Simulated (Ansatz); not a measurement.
**C18HN: nudged elastic band (part 2 of 2)**

The same run, continued: C18HN (slab, 20 atoms in the cell); DFT r2SCAN-D3(BJ), scalar-relativistic, plane waves, PAW, PAW set soft_1, no spin polarisation (Ansatz 0.2.0); cutoff 500 eV, 2×2×1 k-mesh, Gaussian smearing of 0.05 eV. The run did not end well. It belongs to a series of runs on one base structure; here: band between the two ends.

Geometry of the input (Å; fractional positions):
```
7.3980  0.0000  0.0000
-3.6990  6.4069  0.0000
0.0000  0.0000  12.0000
C  -0.0008  0.0070  0.0775
C  0.2193  0.1204  0.0850
C  0.0005  0.3397  0.0780
C  0.2201  0.4494  0.0784
C  -0.0007  0.6716  0.0775
C  0.2200  0.7787  0.0850
C  0.3262  0.0028  0.1094
C  0.5625  0.1209  0.1094
C  0.3307  0.3369  0.0825
C  0.5579  0.4506  0.0825
C  0.3309  0.6726  0.0822
C  0.5578  0.7860  0.0822
C  0.6686  0.0030  0.0850
C  0.8893  0.1166  0.0775
C  0.6693  0.3454  0.0850
C  0.8894  0.4521  0.0774
C  0.6685  0.6736  0.0784
C  0.8881  0.7835  0.0780
N  0.4443  0.0688  0.2158
H  0.4443  -0.0580  0.2491
```

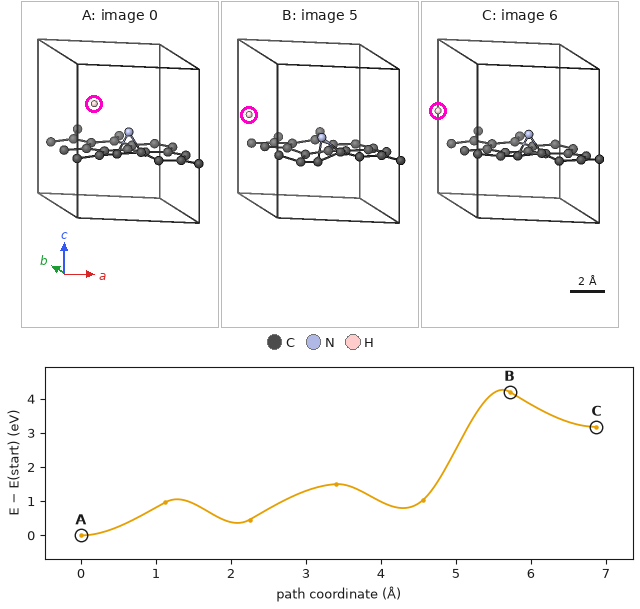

*Images of the last band (counted from 0; ball-and-stick, simulation cell, with the vacuum cut short, seen slightly off an axis), with the moving atom and its periodic copies ringed, above the energy along the path; the line is a cubic interpolation that uses the forces.*

The highest image is number 5, 4.207 eV above the start and 1.026 eV above the end; the end lies 3.180 eV above the start. The path is 6.88 Å long, and H20 moves most (3.56 Å). The band had not converged after 16 iterations.

```
Step failed. What follows is not a result of the run: it is the report of the last solve that finished, which converged after 8 SCF iterations.
Free energy (F): -4924.168118 eV
Harris-Foulkes:  -4924.168118 eV  (|F-HF|=4.18e-10)
Internal energy: -4924.168118 eV  (E = F + TS)
E sigma→0 (E₀):  -4924.168118 eV
Fermi energy:    -1.282916 eV
--- Per-component energies (eV) ---
  E_band       = -844.540785
  E_kinetic    = 1731.502932
  E_local      = -18060.094625  (includes V_loc(G=0)·N_el)
  E_nonlocal   = 450.571926
  E_hartree    = 8181.448108
  E_xc         = -895.836920
  E_vxc        = -1238.536040  (∫ρ·V_xc dr)
  E_paw        = -1958.069556  (= ΣΔE_a)
  E_vpaw       = -161.402257  (= ΣTr[D̂ρ^β])
  E_aug_tail   = -0.000051  (compensation charges beyond the density's cutoff)
  E_vtau       = 70.517079  (kinetic-family band-sum trace: ∫τ·v_τ [+ j·A + Jᵃ·Aᵃ] dr)
  E_ewald      = 5627.456530
  E_disp       = -0.670969  (pairwise vdW)
  E_core_change = -0.475495  (= ΣΔE_core)
  E_smearing   = -0.000000  (= −TS)
  E_closure    = 0.000000  (closes the sum)
  Σ components = -4924.168118   (vs F -4924.168118, Δ=0.00e0)
--- Forces (eV/Å), atoms counted from 1 ---
  atom   1  C     -0.05937217    -0.00105083     0.22172112
  atom   2  C      0.06656292    -0.03725262     0.46038269
  atom   3  C      0.00426469    -0.00911279    -0.34972108
  atom   4  C     -0.01354773     0.00293511    -0.08379320
  atom   5  C     -0.01409011     0.02736634    -0.06574320
  atom   6  C      0.03425535     0.08816946     0.23355711
  atom   7  C      0.06156057     0.07429245     0.70158659
  atom   8  C     -0.02842506    -0.02534451     0.08943869
  atom   9  C      0.04438373    -0.11020219     0.17986785
  atom  10  C      0.02827258    -0.02575156    -0.05083652
  atom  11  C      0.00687006    -0.00850606    -0.02415549
  atom  12  C     -0.00864991     0.00599460    -0.16635345
  atom  13  C     -0.05125844    -0.01604334    -0.30923729
  atom  14  C     -0.02500533     0.03561405    -0.34922465
  atom  15  C     -0.01912858    -0.04855506    -0.17908060
  atom  16  C      0.01692899     0.00938864    -0.33699193
  atom  17  C      0.01361215    -0.02446353    -0.13114224
  atom  18  C      0.02709791    -0.00144354    -0.01218054
  atom  19  N      1.20010823     0.03551248    -0.00908296
  atom  20  H     -1.28453283     0.02846613     0.18096279
  max |Σ_I F_I| component: 9.30e-5 eV/Å
--- Band table (eV) ---
  k-point 0: bands = ["-23.2074", "-21.1930", "-19.5942", "-19.3285", "-19.2884", "-19.2200", "-19.1753", "-16.4302", "-14.9111", "-14.8450", "-14.7963", "-13.4960", "-12.3484", "-12.2966", "-11.8164", "-11.7354", "-11.5936", "-11.5369", "-11.3804", "-10.8749", "-9.3353", "-8.1797", "-7.7676", "-7.5516", "-7.5354", "-7.4989", "-7.3138", "-7.2513", "-6.9256", "-6.2249", "-5.9957", "-5.9082", "-5.1820", "-4.6423", "-4.3839", "-3.8894", "-2.6432", "-2.1817", "-1.8601", "-0.9188", "0.1870", "1.3531", "2.4900", "2.8674", "3.6723", "3.8352", "3.8614", "3.9969", "4.5074", "4.7506", "5.5485", "6.0411", "6.0948", "6.1936", "6.2285", "6.3469", "6.4658", "6.6712", "6.7394"]
  k-point 1: bands = ["-23.1143", "-21.2886", "-20.6283", "-20.0068", "-18.7093", "-17.5466", "-17.3912", "-17.2802", "-16.8218", "-15.2986", "-14.7492", "-13.6120", "-13.4724", "-13.3481", "-12.4731", "-10.3446", "-9.9305", "-9.8849", "-9.6609", "-9.6119", "-9.5809", "-9.0307", "-8.5163", "-8.1682", "-8.0417", "-7.9469", "-7.4735", "-7.1080", "-6.8156", "-6.3709", "-5.9293", "-5.7418", "-5.4201", "-5.1881", "-4.2447", "-3.9947", "-3.7884", "-2.3113", "-1.9208", "-0.4782", "0.2479", "1.3130", "1.5409", "2.6545", "3.5875", "3.6201", "4.2593", "4.2681", "4.7089", "4.8808", "5.2956", "5.4075", "5.4917", "5.9016", "6.1232", "6.3545", "6.5243", "6.9663", "7.2046"]
  k-point 2: bands = ["-23.1039", "-21.3801", "-20.5278", "-20.0148", "-18.7043", "-17.5382", "-17.4073", "-17.2622", "-16.6201", "-15.8613", "-14.4981", "-13.6065", "-13.4355", "-13.3569", "-12.3649", "-10.2647", "-9.9058", "-9.8554", "-9.7479", "-9.6849", "-9.5755", "-9.2134", "-8.2544", "-8.1508", "-8.0718", "-7.7766", "-7.3617", "-7.1340", "-7.0468", "-6.3840", "-6.1317", "-5.8217", "-5.5513", "-5.1197", "-4.3044", "-4.0339", "-3.7164", "-1.7324", "-1.5925", "-0.9734", "-0.1978", "1.1808", "1.7369", "2.5421", "3.5224", "3.8575", "4.4699", "4.5935", "4.7184", "5.3083", "5.3504", "5.4633", "5.5966", "5.8879", "6.1047", "6.3556", "6.4523", "6.5268", "6.9666"]
  k-point 3: bands = ["-23.1085", "-21.3383", "-20.5956", "-19.9627", "-18.7521", "-17.5607", "-17.3586", "-17.3092", "-16.8003", "-15.2453", "-14.7215", "-13.6184", "-13.5031", "-13.3492", "-12.7138", "-10.1254", "-9.8986", "-9.8062", "-9.7190", "-9.6589", "-9.5433", "-9.1234", "-8.2858", "-8.1462", "-7.9212", "-7.7448", "-7.5774", "-7.1626", "-7.0234", "-6.4398", "-6.2059", "-5.9000", "-5.4135", "-5.0823", "-4.0097", "-3.9933", "-3.6855", "-2.5363", "-1.9245", "-0.5811", "0.5665", "1.1821", "1.4593", "2.9325", "3.3111", "3.5944", "3.9117", "4.5565", "4.7114", "5.2441", "5.2878", "5.4224", "5.4587", "5.9032", "6.1492", "6.4259", "6.5507", "7.0403", "7.1202"]
End of that report.
this run last wrote the band of iteration 16 to [file]
Error: NEB band did not converge after 16 iterations: max|band force component| = 9.98e-1 eV/Å (threshold 5.0e-2); raise `neb.max_iterations` in a new run, which can start from the last band evaluated (`neb.initial_path`, with `crystal.atoms` and `neb.final_atoms` set to its first and last images), add images, or start from endpoints closer to local minima. Where this run's directory can be resumed (`checkpoint.write`), a resume goes on for up to `neb.max_iterations` more; to start a new run from the last band, take its images' positions from the `neb_iteration` event of iteration 16 (`data.images[].positions_ang`), in the event stream of the run that computed that iteration (not this run's, if it was resumed behind it). With `checkpoint.write`, `steps/00-neb/state/checkpoint.json` in the run directory holds the last saved band, under `neb.evaluated.images[].positions_ang` (a band under a hybrid functional on support functions is neither saved nor resumed: `neb.initial_path` says where its path is): check the last entry of `neb.iterations` there, which is earlier than 16 if that iteration was not saved or its write failed. If the band's step has no `state` directory and holds `state.next`, a write was cut short, and the file is under `state.next` instead (behind a loss of power it can be under `state.prev`)
this run wrote the band of iteration 16 to [file] as well, whether or not its events were kept: a new run's `neb.initial_path` can list its `images[].positions_ang`
a run's events are kept only if it was started with --events-out <file>, and are in that file
```

**The last band as extended XYZ (Å, eV, eV/Å)**
```
20
Lattice="7.3980 0.0000 0.0000 -3.6990 6.4069 0.0000 0.0000 0.0000 12.0000" Properties=species:S:1:pos:R:3:forces:R:3 image=0 energy=-4928.37472
C    -0.0317    0.0452    0.9294    0.0021  -0.0038   0.0007
C     1.1772    0.7717    1.0199    0.0089  -0.0160   0.0016
C    -1.2530    2.1764    0.9363   -0.0046   0.0002  -0.0022
C    -0.0338    2.8791    0.9407   -0.0037   0.0072  -0.0056
C    -2.4894    4.3027    0.9300    0.0047   0.0058   0.0010
C    -1.2528    4.9893    1.0199    0.0037   0.0103   0.0026
C     2.4027    0.0179    1.3126   -0.0069  -0.0131   0.0010
C     3.7137    0.7748    1.3124    0.0137  -0.0019   0.0020
C     1.2001    2.1588    0.9905   -0.0006   0.0067   0.0053
C     2.4609    2.8867    0.9904   -0.0051   0.0040   0.0049
C    -0.0401    4.3089    0.9869    0.0008   0.0036   0.0026
C     1.2189    5.0358    0.9869   -0.0033   0.0003   0.0027
C     4.9351    0.0194    1.0197   -0.0118   0.0024   0.0037
C     6.1479    0.7470    0.9299   -0.0074  -0.0007   0.0008
C     3.6736    2.2130    1.0197    0.0092  -0.0149   0.0033
C     4.9072    2.8966    0.9293    0.0024  -0.0033   0.0005
C     2.4540    4.3154    0.9407   -0.0043   0.0064  -0.0060
C     3.6721    5.0200    0.9364    0.0025   0.0041  -0.0022
N     3.0325    0.4411    2.5896    0.0010   0.0007  -0.0033
H     3.5017   -0.3716    2.9890   -0.0012   0.0019  -0.0137
20
Lattice="7.3980 0.0000 0.0000 -3.6990 6.4069 0.0000 0.0000 0.0000 12.0000" Properties=species:S:1:pos:R:3:forces:R:3 image=1 energy=-4927.40491
C    -0.0113   -0.0029    0.8464   -0.0693   0.0308  -0.0238
C     1.1941    0.7283    0.8388   -0.1161   0.0436  -0.0878
C    -1.2151    2.1276    0.9347   -0.0550   0.0338  -0.0141
C     0.0035    2.8347    0.8968   -0.0630   0.0177  -0.0062
C    -2.4497    4.2551    0.8893   -0.0835   0.0496   0.0229
C    -1.2171    4.9444    1.0017   -0.0648   0.0500   0.0645
C     2.3960   -0.0133    1.2375   -0.1588  -0.0140  -0.1182
C     3.7259    0.7451    1.3813    0.0190   0.0738  -0.0738
C     1.2331    2.1162    0.8713   -0.0779   0.0601  -0.0402
C     2.4981    2.8394    0.9174   -0.0545   0.0461  -0.0354
C    -0.0037    4.2656    0.9862   -0.0625   0.0466   0.0379
C     1.2533    4.9906    1.0198   -0.0573   0.0287   0.0145
C     4.9625   -0.0289    1.1315   -0.0252   0.0316  -0.0159
C     6.1714    0.6976    0.9549   -0.0674   0.0242  -0.0283
C     3.7146    2.1693    0.9939   -0.0314   0.0941  -0.0825
C     4.9479    2.8494    0.9214   -0.0839   0.0488  -0.0413
C     2.4899    4.2687    0.9077   -0.0553   0.0157  -0.0287
C     3.7092    4.9710    0.8831   -0.0517   0.0328  -0.0138
N     2.8110    0.5599    2.4671    0.2406   0.2866   0.2013
H     2.7480    0.2002    3.3924    0.9181  -1.0006   0.2687
20
Lattice="7.3980 0.0000 0.0000 -3.6990 6.4069 0.0000 0.0000 0.0000 12.0000" Properties=species:S:1:pos:R:3:forces:R:3 image=2 energy=-4927.90976
C     0.0051   -0.0165    0.8989   -0.1728  -0.0414  -0.1121
C     1.2190    0.7066    0.9317   -0.1702   0.0355  -0.2836
C    -1.2084    2.1144    0.9391   -0.0743  -0.0262   0.0445
C     0.0138    2.8182    0.9134   -0.0958  -0.0867  -0.0204
C    -2.4438    4.2279    0.8814   -0.1875  -0.0497  -0.0347
C    -1.2096    4.9068    0.9175   -0.0521  -0.0393  -0.1353
C     2.4251   -0.0718    1.2159    0.2002   0.0405  -0.1303
C     3.7062    0.7017    1.3497   -0.4944  -0.1181   0.4332
C     1.2479    2.1001    0.9455   -0.0969  -0.0751  -0.0888
C     2.5036    2.8308    0.9705   -0.0860   0.0284  -0.0053
C     0.0066    4.2440    0.9337   -0.0567  -0.0055   0.0498
C     1.2612    4.9822    0.9778   -0.0659  -0.0331   0.0914
C     4.9640   -0.0370    1.0712   -0.2316  -0.0374   0.4494
C     6.1823    0.6856    0.9547   -0.1230  -0.0452   0.0628
C     3.7057    2.1397    1.0503   -0.0719  -0.0981   0.2100
C     4.9490    2.8228    0.9389   -0.1138  -0.0688   0.0248
C     2.4993    4.2622    0.9276   -0.1173  -0.0771  -0.1008
C     3.7195    4.9603    0.9095   -0.0346  -0.0476  -0.0341
N     2.8628    0.1826    2.6117    0.7635   0.5139  -0.5739
H     2.1169    0.8469    2.8976    1.2810   0.2309   0.1533
20
Lattice="7.3980 0.0000 0.0000 -3.6990 6.4069 0.0000 0.0000 0.0000 12.0000" Properties=species:S:1:pos:R:3:forces:R:3 image=3 energy=-4926.87208
C     0.0457    0.0088    0.9365    0.1809  -0.1016  -0.0201
C     1.2803    0.7421    0.9874    0.0079  -0.2212   0.0289
C    -1.1834    2.1428    0.8975    0.0783  -0.0179   0.1441
C     0.0457    2.8577    0.8885   -0.0867  -0.0753  -0.0059
C    -2.4061    4.2653    0.9175   -0.3747   0.0965   0.0623
C    -1.1847    4.9588    0.9887    0.0735   0.4794   0.1255
C     2.5310    0.0110    1.2922   -0.7732  -0.2931   0.2515
C     3.7738    0.7405    0.9871   -0.2656  -0.0247   0.2433
C     1.2868    2.1437    0.9118    0.0423   0.0258   0.0139
C     2.5192    2.8548    0.9066   -0.1631  -0.0998   0.1410
C     0.0383    4.2645    0.9163    0.3075   0.1418   0.1230
C     1.2845    4.9991    0.9285   -0.2598  -0.0950   0.0753
C     4.9830    0.0177    0.9445    0.4735  -0.3861  -0.0741
C     6.2179    0.7192    0.9186   -0.1200   0.2139  -0.0470
C     3.7499    2.1289    0.9298    0.1491   0.5109  -0.1879
C     4.9884    2.8556    0.9000    0.0685  -0.0672  -0.0834
C     2.5102    4.2802    0.9114    0.3244   0.2272  -0.0751
C     3.7479    4.9991    0.9197    0.0069  -0.2023   0.0343
N     2.4113    0.0324    2.8529    0.8255  -0.0569  -0.9655
H     1.4512    0.2751    3.0644   -0.4954  -0.0543   0.2160
20
Lattice="7.3980 0.0000 0.0000 -3.6990 6.4069 0.0000 0.0000 0.0000 12.0000" Properties=species:S:1:pos:R:3:forces:R:3 image=4 energy=-4927.34018
C     0.0470   -0.0048    0.9470   -0.1819  -0.0761  -0.4609
C     1.2991    0.7607    0.9909    0.2607  -0.1441   1.0294
C    -1.1623    2.1445    1.0544    0.0046   0.0029  -0.3718
C     0.0711    2.8639    0.9320    0.0235   0.0598  -0.1995
C    -2.3810    4.2641    0.9086    0.0490   0.0312   0.0548
C    -1.1667    4.9368    0.8773   -0.0093   0.0974   0.2432
C     2.5527   -0.0279    1.0983   -0.1281   0.1728   1.0063
C     3.8054    0.7386    1.0763    0.2168   0.0895  -0.8428
C     1.3123    2.1966    0.8544    0.1149   0.0366   0.1985
C     2.5250    2.8666    0.9292   -0.0335  -0.0177   0.0017
C     0.0716    4.2674    0.9381    0.0304  -0.0212  -0.0879
C     1.3060    4.9886    1.0303    0.0059   0.0258  -0.1881
C     5.0135    0.0119    1.1122    0.0110   0.0499  -0.4862
C     6.2321    0.7154    1.0850    0.0385  -0.0259  -0.5315
C     3.7753    2.1281    1.0348    0.0856  -0.1673  -0.2294
C     5.0099    2.8429    1.0295    0.1201   0.0279  -0.2355
C     2.5288    4.2896    0.9854   -0.0435   0.0536  -0.1022
C     3.7639    5.0044    0.9408   -0.0214   0.1657  -0.0349
N     1.9533    0.3833    2.3930   -1.9074   0.1022   0.0286
H     1.0984   -0.1836    2.5461    1.3640  -0.4627   1.2085
20
Lattice="7.3980 0.0000 0.0000 -3.6990 6.4069 0.0000 0.0000 0.0000 12.0000" Properties=species:S:1:pos:R:3:forces:R:3 image=5 energy=-4924.16812
C     0.0889    0.0060    1.1365   -0.0594  -0.0011   0.2217
C     1.2568    0.7740    0.6174    0.0666  -0.0373   0.4604
C    -1.1990    2.1299    1.1641    0.0043  -0.0091  -0.3497
C     0.0261    2.8417    0.9834   -0.0135   0.0029  -0.0838
C    -2.4320    4.2355    0.8748   -0.0141   0.0274  -0.0657
C    -1.1957    4.9367    0.8003    0.0343   0.0882   0.2336
C     2.4619   -0.0151    0.8462    0.0616   0.0743   0.7016
C     3.6863    0.7050    1.3449   -0.0284  -0.0253   0.0894
C     1.2650    2.1532    0.7886    0.0444  -0.1102   0.1799
C     2.5141    2.8572    0.9159    0.0283  -0.0258  -0.0508
C     0.0366    4.2682    0.9582    0.0069  -0.0085  -0.0242
C     1.2786    4.9913    1.0775   -0.0086   0.0060  -0.1664
C     4.9894   -0.0131    1.2603   -0.0513  -0.0160  -0.3092
C     6.1876    0.7106    1.2394   -0.0250   0.0356  -0.3492
C     3.7174    2.1628    1.1024   -0.0191  -0.0486  -0.1791
C     4.9534    2.8335    1.0905    0.0169   0.0094  -0.3370
C     2.5183    4.2760    0.9937    0.0136  -0.0245  -0.1311
C     3.7465    4.9466    0.9332    0.0271  -0.0014  -0.0122
N     2.6417    0.2578    2.2773    1.2001   0.0355  -0.0091
H     0.6783    0.0188    2.1221   -1.2845   0.0285   0.1810
20
Lattice="7.3980 0.0000 0.0000 -3.6990 6.4069 0.0000 0.0000 0.0000 12.0000" Properties=species:S:1:pos:R:3:forces:R:3 image=6 energy=-4925.19428
C     0.0190   -0.0052    1.2123    0.0068   0.0205   0.0024
C     1.2647    0.7409    0.9859   -0.0002  -0.0169   0.0131
C    -1.2169    2.1250    0.9083    0.0018   0.0047   0.0077
C     0.0189    2.8319    0.9040    0.0029  -0.0064  -0.0013
C    -2.4459    4.2546    0.8381    0.0096   0.0063  -0.0101
C    -1.2071    4.9440    0.9214   -0.0026  -0.0229   0.0064
C     2.4584   -0.0406    1.2099    0.0054   0.0029  -0.0237
C     3.7480    0.7299    1.2685   -0.0209  -0.0065  -0.0077
C     1.2624    2.1224    0.9084   -0.0048   0.0247   0.0009
C     2.5035    2.8432    0.8788   -0.0015  -0.0037  -0.0023
C     0.0229    4.2548    0.9256    0.0042   0.0082  -0.0069
C     1.2644    4.9803    0.9536   -0.0034  -0.0065   0.0083
C     4.9717   -0.0176    1.0020    0.0208  -0.0170   0.0011
C     6.1555    0.7164    0.9677   -0.0139   0.0087  -0.0037
C     3.7198    2.1554    0.9396    0.0025   0.0282   0.0023
C     4.9417    2.8371    0.8525   -0.0039  -0.0092  -0.0001
C     2.5055    4.2630    0.8935   -0.0101  -0.0004  -0.0099
C     3.7272    4.9443    0.9115    0.0033  -0.0210   0.0113
N     3.0554    0.3206    2.4764    0.0106   0.0101   0.0127
H     0.0152   -0.0338    2.3319   -0.0069  -0.0036  -0.0003
```

**What the run reported**

```csv
quantity,value
outcome,not converged
"barrier, forward (band not converged)",4.207 eV
"barrier, backward",1.026 eV
wall time,55 min (CPU time 88 min)
peak memory,3.4 GiB
```

**What went wrong**

The run did not converge: “NEB band did not converge after 16 iterations: max|band force component| = 9.98e-1 eV/Å (threshold 5.0e-2); raise `neb.max_iterations` in a new run, which can start from the last band evaluated (`neb.initial_path`, with `crystal.atoms` and `neb.final_atoms` set to its first and last images), add images, or start from endpoints closer to local minima …” Its last values are not results. Notes on the run: the dispersion correction has no parameters fitted for this combination and takes those fitted for r2SCAN with other terms.
